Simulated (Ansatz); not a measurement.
# H on Rh(111), fcc start, 2x2 cell: photoemission fingerprints, part 4 of 4

Aim: how the adsorbate changes the work function, the valence spectrum and the core levels in H on Rh(111), fcc start, 2x2 cell.

Ansatz 0.2.0; DFT, PBE, plane-wave PAW, scalar-relativistic; PAW set soft_1.

So far, work function, upper face (eV): step 2 (the clean face) 5.14; step 3 (relaxation) 5.21; step 4 (bands by layer) 5.21.

## 6. Z+1 stand-in on atom 7

System of this step: H3PdRh15. The cell holds 19 atoms: 3 H, 15 Rh and 1 Pd. Cell: a = 5.416 Å, b = 5.416 Å, c = 22.484 Å, α = 90.0°, β = 90.0°, γ = 60.0°. It derives from Rh. Regions: ad, 3 atoms (3 H); L1, 4 atoms (3 Rh and 1 Pd); L2, 4 atoms (4 Rh); L3, 4 atoms (4 Rh); rest, 4 atoms (4 Rh). Vacuum lies along c.

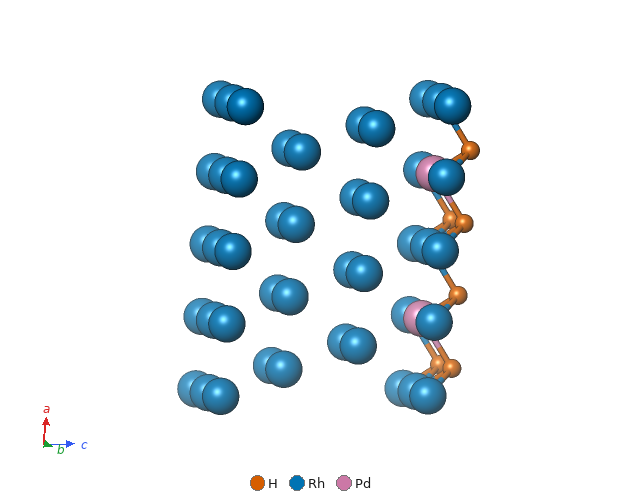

The cell of this step (hydrogen orange, rhodium blue, palladium pink). Bonds to atoms that aren't drawn are left out. 2×1×1 cells are drawn. Some periodic images of atoms are drawn too.

The same swap on atom 7.

input.yaml

```yaml
crystal:
  lattice:
    - [5.4164379439, 0.0, 0.0]
    - [2.7082189719, 4.6907728574, 0.0]
    - [0.0, 0.0, 22.483754593]
  atoms:
    - { symbol: H, position: [0.1654516812, 0.1690898011, 0.6701331811] }
    - { symbol: H, position: [0.6691066238, 0.6654503886, 0.6701338573] }
    - { symbol: H, position: [0.1654767096, 0.6654642258, 0.6701313363] }
    - { symbol: Rh, position: [-0.0055786549, 0.0027865428, 0.6273391429] }
    - { symbol: Rh, position: [0.5027737561, 0.0027835948, 0.6273407217] }
    - { symbol: Rh, position: [-3.103e-06, 0.5000007931, 0.6282165386] }
    - { symbol: Pd, position: [0.5027794928, 0.4944340055, 0.627339546] }
    - { symbol: Rh, position: [0.833119403, 0.3331276347, 0.5284275369] }
    - { symbol: Rh, position: [0.333735901, 0.3331275831, 0.5284284328] }
    - { symbol: Rh, position: [0.8331151792, 0.8337476483, 0.528428654] }
    - { symbol: Rh, position: [0.3333225334, 0.8333327862, 0.5286034017] }
    - { symbol: Rh, position: [0.166666667, 0.166666667, 0.431923035] }
    - { symbol: Rh, position: [0.666666667, 0.166666667, 0.431923035] }
    - { symbol: Rh, position: [0.166666667, 0.666666667, 0.431923035] }
    - { symbol: Rh, position: [0.666666667, 0.666666667, 0.431923035] }
    - { symbol: Rh, position: [0.0, 0.0, 0.33357418] }
    - { symbol: Rh, position: [0.5, 0.0, 0.33357418] }
    - { symbol: Rh, position: [0.0, 0.5, 0.33357418] }
    - { symbol: Rh, position: [0.5, 0.5, 0.33357418] }
kpoints:
  mp_grid: { grid: [12, 12, 1] }
scf:
  occupations: { method: fermi_dirac, width: 0.05 }
  n_extra_bands: 17
hamiltonian:
  xc: pbe
  pseudopotentials: { kind: paw, azcp: { folder: soft_1 } }
output:
  forces: true
  write_potential: true
  volumetric_format: []
efield:
  axis: 3
  dipole_correction: true
```

Run with:

```bash
$ ansatz run input.yaml --threads 8 --pin off --max-ram 40960MiB --backend cuda --events-out ev --progress --plain --runs-dir out
```

Numbers of over 12 decimals in the logs are rounded to 6 here.

Output:

```text
[...]
Crystal: 19 atoms, lattice volume = 571.251 Å³
Basis set: ecut = 420 eV, 11109 PW (Γ), exchange–correlation on 80×80×320 points (8 copies of the dense FFT grid, shifted against one another)
Bands: 155, of which v1, the nominal top of the filled ones, is band 138 counted from 1 (137 counted from 0)
Symmetry: 1 space group operations
[...]
k-points: 74 of 144 (time reversal used)
[...]
SCF iter   1: F=—  HF=-103073.224321 eV  |F-HF|=—  |Δ(HF+E_count)|=         —  Δρ=1.23e-1  dr2=2.57e2  ethr=3.10e-3  p=-0.000 e·Å  D=-9.52e-7 V/Å  ΔV_dip=0.00 eV  dr2_dipole=4.58e1  V_vac-E_F(+/−)=5.57/5.57 eV  ⟨swp⟩=7.8  Hψ=47309  notcnv=0  defer=10
[...]
SCF iter   6: F=—  HF=-103059.700971 eV  |F-HF|=—  |Δ(HF+E_count)|=   1.26e-2  Δρ=1.02e-3  dr2=1.17e-2  ethr=4.70e-5  p=-0.010 e·Å  D=-3.07e-3 V/Å  ΔV_dip=0.07 eV  dr2_dipole=8.20e-4  V_vac-E_F(+/−)=5.24/5.17 eV  ⟨swp⟩=2.6  Hψ=20274  notcnv=0  defer=47
[...]
SCF 1 converged in 12 iterations: F = -103059.698117 eV  dr2 = 9.46e-8
[...]
SCF converged after 12 iterations
[...]
```

It took 6.6 s on 1 × NVIDIA GB200 with 8 threads of Arm Neoverse V2, shared host; peak memory 1.5 GiB; 26 s of CPU time.

## 7. Z+1 stand-in on atom 12

System of this step: H3PdRh15. The cell holds 19 atoms: 3 H, 15 Rh and 1 Pd. Cell: a = 5.416 Å, b = 5.416 Å, c = 22.484 Å, α = 90.0°, β = 90.0°, γ = 60.0°. It derives from Rh. Regions: ad, 3 atoms (3 H); L1, 4 atoms (4 Rh); L2, 4 atoms (4 Rh); L3, 4 atoms (1 Pd and 3 Rh); rest, 4 atoms (4 Rh). Vacuum lies along c.

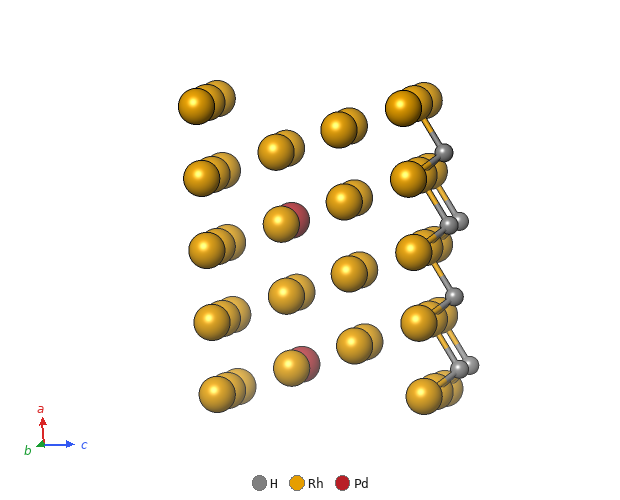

The cell of this step (hydrogen grey, rhodium orange, palladium red). Bonds to atoms that aren't drawn are left out. 2×1×1 cells are drawn. Some periodic images of atoms are drawn too.

The same swap on atom 12.

Edit input.yaml of step 6 so:

```diff
@@ -12,3 +12,3 @@
     - { symbol: Rh, position: [-3.103e-06, 0.5000007931, 0.6282165386] }
-    - { symbol: Pd, position: [0.5027794928, 0.4944340055, 0.627339546] }
+    - { symbol: Rh, position: [0.5027794928, 0.4944340055, 0.627339546] }
     - { symbol: Rh, position: [0.833119403, 0.3331276347, 0.5284275369] }
@@ -17,3 +17,3 @@
     - { symbol: Rh, position: [0.3333225334, 0.8333327862, 0.5286034017] }
-    - { symbol: Rh, position: [0.166666667, 0.166666667, 0.431923035] }
+    - { symbol: Pd, position: [0.166666667, 0.166666667, 0.431923035] }
     - { symbol: Rh, position: [0.666666667, 0.166666667, 0.431923035] }
```

Output:

```text
[...]
Crystal: 19 atoms, lattice volume = 571.251 Å³
Basis set: ecut = 420 eV, 11109 PW (Γ), exchange–correlation on 80×80×320 points (8 copies of the dense FFT grid, shifted against one another)
Bands: 155, of which v1, the nominal top of the filled ones, is band 138 counted from 1 (137 counted from 0)
Symmetry: 1 space group operations
[...]
k-points: 74 of 144 (time reversal used)
[...]
SCF iter   1: F=—  HF=-103072.961838 eV  |F-HF|=—  |Δ(HF+E_count)|=         —  Δρ=1.19e-1  dr2=1.98e2  ethr=3.10e-3  p=-0.000 e·Å  D=-5.17e-7 V/Å  ΔV_dip=0.00 eV  dr2_dipole=1.86e1  V_vac-E_F(+/−)=5.57/5.57 eV  ⟨swp⟩=7.8  Hψ=46887  notcnv=0  defer=3
[...]
SCF iter   6: F=—  HF=-103059.308012 eV  |F-HF|=—  |Δ(HF+E_count)|=   3.17e-3  Δρ=1.29e-3  dr2=2.44e-2  ethr=4.12e-5  p=-0.009 e·Å  D=-2.74e-3 V/Å  ΔV_dip=0.06 eV  dr2_dipole=2.56e-3  V_vac-E_F(+/−)=5.25/5.19 eV  ⟨swp⟩=2.1  Hψ=15013  notcnv=0  defer=58
[...]
SCF 1 converged in 12 iterations: F = -103059.304472 eV  dr2 = 8.77e-8
[...]
SCF converged after 12 iterations
[...]
```

Elapsed: 6.6 s, on 1 × NVIDIA GB200 with 8 threads; peak memory 1.5 GiB; 26 s of CPU time.

This step gave:

* free energy: -103059.3045 eV
* energy at zero smearing: -103059.1790 eV
* smearing term TS: 0.2509 eV
* Fermi energy: 5.522 eV

## 8. Shifts from the Z+1 runs

An atom with a screened core hole acts like the next element, so the difference of two such total energies is the shift between the two sites; positive is more bound. Shifts count from the last listed atom of each element.

| atom | region | replaced by | shell meant | free energy (eV) | shift (eV) |
| --- | --- | --- | --- | --- | --- |
| Rh5 | layer 1 | Pd | 3d | -103059.698 | -0.39 |
| Rh7 | layer 1 | Pd | 3d | -103059.698 | -0.39 |
| Rh12 | layer 3 | Pd | 3d | -103059.304 | +0.00 |

The stand-in's nearest image is 5.4 Å away. The method gives no absolute levels and the same shift for every shell of an atom. Sites with equal energies can be equivalent by symmetry.

## 9. Constant-energy maps

System of this step: H3Rh16. The cell holds 19 atoms: 3 H and 16 Rh. Cell: a = 5.416 Å, b = 5.416 Å, c = 22.484 Å, α = 90.0°, β = 90.0°, γ = 60.0°. It derives from Rh. How the cell was made: adsorbate; added: H; site: fcc; coverage 0.75 monolayer; cell: 2x2; on one face. Regions: ad, 3 atoms (3 H); L1, 4 atoms (4 Rh); L2, 4 atoms (4 Rh); L3, 4 atoms (4 Rh); rest, 4 atoms (4 Rh). Vacuum lies along c.

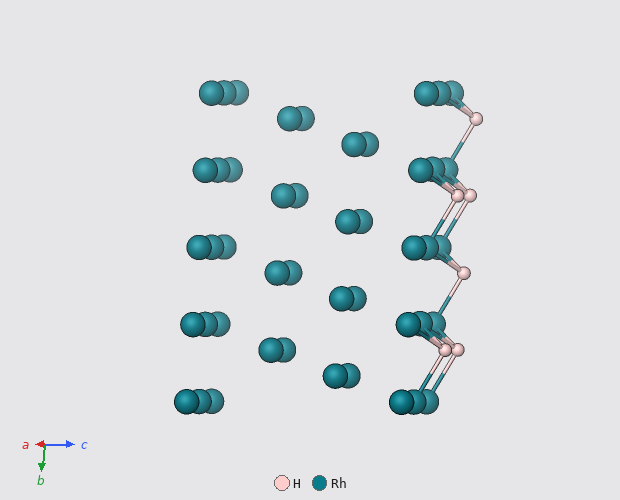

The cell of this step (hydrogen pink, rhodium blue). Bonds to atoms that aren't drawn are left out. 1×2×1 cells are drawn. Some periodic images of atoms are drawn too.

Analysers record intensity over the zone at fixed energy, so the same weights are taken on a square grid of wave vectors.

Edit input.yaml of step 7 so:

```diff
@@ -17,3 +17,3 @@
     - { symbol: Rh, position: [0.3333225334, 0.8333327862, 0.5286034017] }
-    - { symbol: Pd, position: [0.166666667, 0.166666667, 0.431923035] }
+    - { symbol: Rh, position: [0.166666667, 0.166666667, 0.431923035] }
     - { symbol: Rh, position: [0.666666667, 0.166666667, 0.431923035] }
@@ -29,3 +29,3 @@
   occupations: { method: fermi_dirac, width: 0.05 }
-  n_extra_bands: 17
+  n_extra_bands: 16
 hamiltonian:
@@ -37,2 +37,19 @@
   volumetric_format: []
+  eigenstates:
+    kpoints:
+      - [-0.4318698, 0.0440294, 0.0]
+      - [-0.2886828, 0.115623, 0.0]
+      - [-0.1454958, 0.1872164, 0.0]
+      - [-0.0023088, 0.25881, 0.0]
+      - [0.1408782, 0.3304034, 0.0]
+      - [0.284065, 0.401997, 0.0]
+      # [... 213 more points ...]
+      - [-0.143187, -0.0715934, 0.0]
+      - [0.0, 0.0, 0.0]
+    e_range: [-3.0, 1.5]
+    unfold:
+      supercell_matrix: [[2, 0, 0], [0, 2, 0], [0, 0, 1]]
+      layers:
+        axis: 3
+        edges: [0.155668, 0.420554, 0.420654, 0.57787, 0.57797, 0.848039]
 efield:
```

Output:

```text
[...]
Crystal: 19 atoms, lattice volume = 571.251 Å³
Basis set: ecut = 420 eV, 11109 PW (Γ), exchange–correlation on 80×80×320 points (8 copies of the dense FFT grid, shifted against one another)
Bands: 154, of which v1, the nominal top of the filled ones, is band 138 counted from 1 (137 counted from 0)
Symmetry: 1 space group operations
[...]
k-points: 74 of 144 (time reversal used)
[...]
SCF iter   1: F=—  HF=-102497.564292 eV  |F-HF|=—  |Δ(HF+E_count)|=         —  Δρ=6.92e-2  dr2=3.37e1  ethr=3.10e-3  p=-0.000 e·Å  D=-2.34e-6 V/Å  ΔV_dip=0.00 eV  dr2_dipole=4.46e0  V_vac-E_F(+/−)=5.82/5.82 eV  ⟨swp⟩=7.5  Hψ=46988  notcnv=0
[...]
SCF iter   3: F=—  HF=-102489.953001 eV  |F-HF|=—  |Δ(HF+E_count)|=    1.14e1  Δρ=1.20e-2  dr2=9.43e-1  ethr=3.10e-3  p=-0.018 e·Å  D=-5.81e-3 V/Å  ΔV_dip=0.13 eV  dr2_dipole=8.09e-3  V_vac-E_F(+/−)=5.49/5.36 eV  ⟨swp⟩=2.1  Hψ=25551  notcnv=0  defer=35
[...]
SCF 1 converged in 11 iterations: F = -102489.750450 eV  dr2 = 8.73e-8
[...]
SCF converged after 11 iterations
[...]
```

Run time: 19 s. Hardware: 1 × NVIDIA GB200 with 8 threads; peak memory 7.8 GiB.

This step gave:

| Property | Result |
| --- | --- |
| free energy | -102489.7504 eV |
| energy at zero smearing | -102489.6389 eV |
| smearing term TS | 0.2230 eV |
| Fermi energy | 5.553 eV |

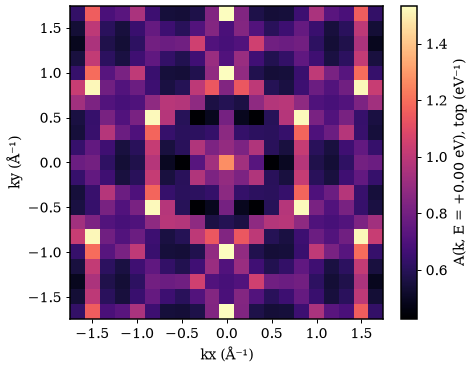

A(k, E = +0.00 eV), top over kx and ky. Zero: Fermi level; centre [0, 0, 0]; axes [1, 0, 0], [0, 1, 0].

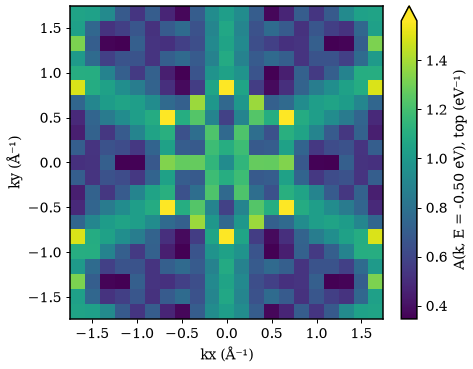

A(k, E = -0.50 eV), top over kx and ky. Zero: Fermi level; centre [0, 0, 0]; axes [1, 0, 0], [0, 1, 0].

In the map at +0.00 eV the intensity peaks 1.00 Å⁻¹ from the map's centre (the map runs past the first zone), and 99 % of the points pass 30 % of that peak; the grid step of 0.17 Å⁻¹ is coarse against sharp contours.

## 10. Outcome

```json
{
 "work function": "5.21 eV (other face 5.15 eV)",
 "change from the clean face": "+0.07 eV",
 "Rh 4d centre of the filled part above −10 eV, from the plotted curve, layer 3": "-3.07 eV",
 "Rh 4d centre of the filled part above −10 eV, from the plotted curve, layer 1": "-2.71 eV",
 "Rh core shifts among the listed atoms, from the last listed one": "-0.39 to +0.00 eV"
}
```

The Fermi level of H on Rh(111), fcc start, 2x2 cell lies 5.21 eV (other face 5.15 eV) below the vacuum, a change of +0.07 eV from the clean face. Only the strongest levels a point were stored, too few to count surface states. After relaxation H3 stands 0.96 Å above the top layer, bonded to 3 Rh atoms at 1.82 to 1.85 Å. The bare lower face differs from the lower face of the clean 1×1 slab by 0.00 eV, a measure of the error from mesh and slab. Core shifts by the Z+1 route: Rh -0.39 to +0.00 eV. Among the sites run, the most bound Rh 3d level is that of Rh12 (layer 3), bonded to 12 Rh; the least bound, 0.39 eV shallower, that of Rh5 (layer 1), tied with Rh7, bonded to 2 H. At 21.2 eV the valence spectrum has its highest listed peaks within 9.35 eV at 0.7 eV (Rh 4d), 1.6 eV (Rh 4d), 2.6 eV (Rh 4d) and 3.6 eV (Rh 4d). At 1486.7 eV the valence spectrum has its highest listed peaks within 9.35 eV at 0.7 eV (Rh 4d), 1.6 eV (Rh 4d), 2.6 eV (Rh 4d) and 3.7 eV (Rh 4d). The shell named is the one with most of the intensity, cross sections included, not always the one with most states there. In the main run, from 1486.7 eV towards hard X-rays the Rh 5s share grows by 24 points, as its cross section falls more slowly with photon energy than those of the shells it gains on. The slab's own atoms span 6.6 Å, so bulk bands appear as a few quantum-well levels, and states of the two faces can mix.

[Logs are printed without paths, hosts, clocks, repeated set-up lines and the standing remarks that a program may print on its own settings, such as how far it seeks lower states.]

[Hosts, paths, dates, database ids (printed as entryN), source tags and the programs' standing remarks are cut or masked in the printed files.]

[Maps of the electrostatic potential energy from Ansatz leave out the sawtooth potential of an applied field or a dipole correction, so their vacuum need not be flat; work functions include it.]
